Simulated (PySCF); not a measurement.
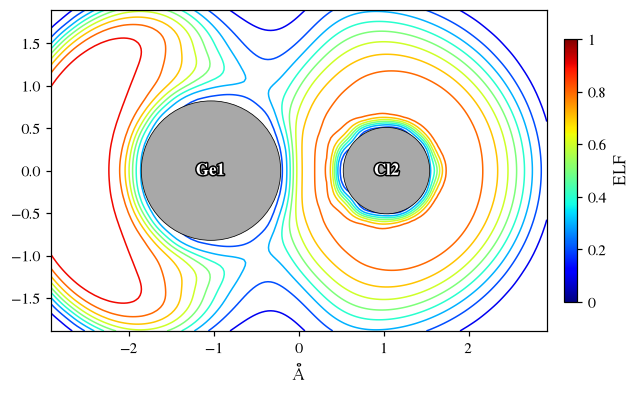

GeCl (charge +1). ELF on a plane that holds the molecular axis. Grey discs cover the atomic cores.

Computed with PBE0/def2-TZVPPD, non-relativistic Hamiltonian with scalar-relativistic core potentials where named, at a bond length of 2.067 Å in PySCF 2.14.0.

Interpret the plot.

- The section cuts through Ge and Cl sites.
- Ge–Cl (2.07 Å): the ELF peaks at about 0.80 in the valence shell of Cl, 0.8 Å from its nucleus, and is about 0.65 at the midpoint.
- The ELF also peaks beside Cl2, away from the bonds: lone-pair regions.
